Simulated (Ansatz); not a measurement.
## Electronic structure of AlBH6N2 (SMILES [BH2][Al]([NH2])[NH2]) in real space

| atom | x (Å) | y (Å) | z (Å) |
| --- | --- | --- | --- |
| B | -1.6795 | 0.3689 | -1.0434 |
| Al | 0.0998 | -0.0251 | 0.0567 |
| N | 0.9674 | -1.5626 | -0.1356 |
| N | 0.7541 | 1.1751 | 1.1901 |
| H | -1.8163 | 0.0592 | -2.1950 |
| H | -2.6335 | 0.9187 | -0.5652 |
| H | 1.7471 | -1.8835 | 0.4149 |
| H | 0.7321 | -2.2518 | -0.8309 |
| H | 0.2733 | 2.0228 | 1.4428 |
| H | 1.6388 | 1.1273 | 1.6687 |

Geometry: PBE0-D4/def2-TZVP.

Method: RKS PBE0-D4/def2-TZVPP (Ansatz 0.2.0).

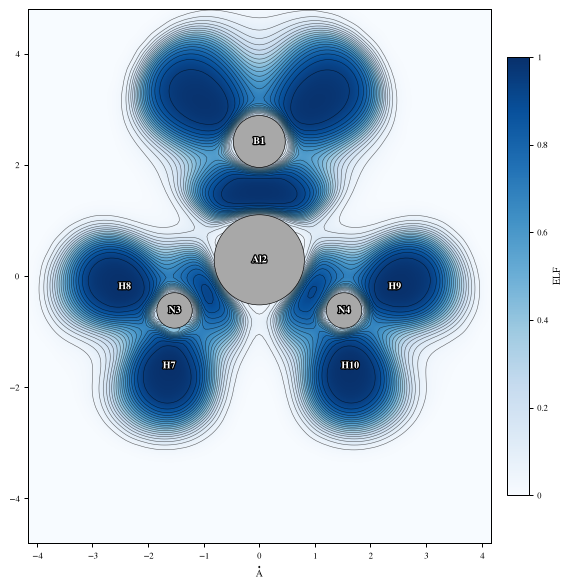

Figure 1. Electron localisation function on the plane of atoms N3, Al2 and N4. Grey discs cover the atomic cores.

### Read the bonding off the picture.

- Atoms in the plane: B, Al, N and H.
- Al–N (1.78 Å): the ELF peaks at about 0.90 in the valence shell of N, 0.7 Å from its nucleus, and is about 0.65 at the midpoint.
- Al–B (2.13 Å): the ELF peaks at about 1 between the atoms; localised, covalent bonding.
- N–H (1.01 Å): the ELF climbs to about 1 towards the hydrogen, as it does in any bond to H; a covalent bond by its length.

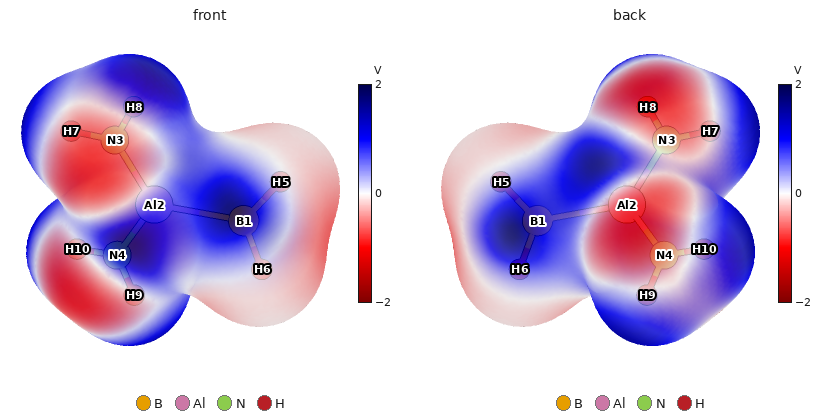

Figure 2. The electrostatic potential painted on the density surface at 0.002 e/bohr³, seen from the front and from behind; red is negative and blue positive.

### Where is the surface potential most negative and most positive?

The most negative region (about −1.0 V) lies over N3 and N4, the most positive (about +1.8 V) over B1.

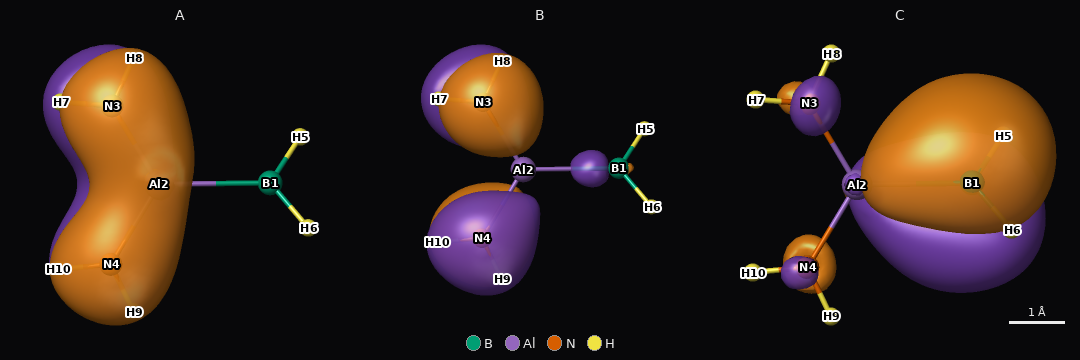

Figure 3. Three frontier orbitals at ±0.08 Å⁻³ᐟ² (orange and purple are the two phases), in no order.

### Order the three orbitals by energy and name them.

A is the HOMO−1 (−7.51 eV). It lies mainly on N4 (about 35 %), N3 (about 35 %) and Al2 (about 20 %). B is the HOMO (−6.81 eV). Its weight (Hirshfeld) is mainly on N4 (about 40 %) and N3 (about 40 %); largely a combination of lone pairs on N4 and N3. C is the LUMO (−2.24 eV). It lies mainly on B1 (about 60 %), Al2 (about 20 %), H6 (about 5 %) and H5 (about 5 %).

### What is the HOMO–LUMO gap?

4.57 eV between the orbital energies.

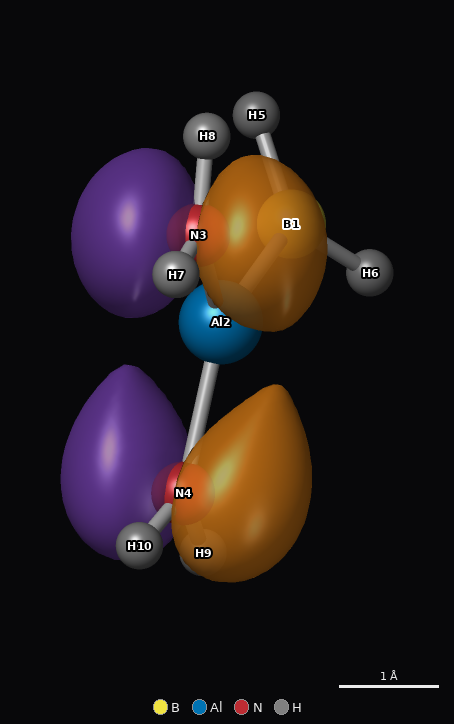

Figure 4. The HOMO−1 at ±0.15 Å⁻³ᐟ² (orange and purple are the two phases), seen at an oblique angle.

### What is the character of this orbital?

Its weight (Hirshfeld) is mainly on N4 (about 35 %), N3 (about 35 %) and Al2 (about 20 %). Its energy is −7.51 eV.
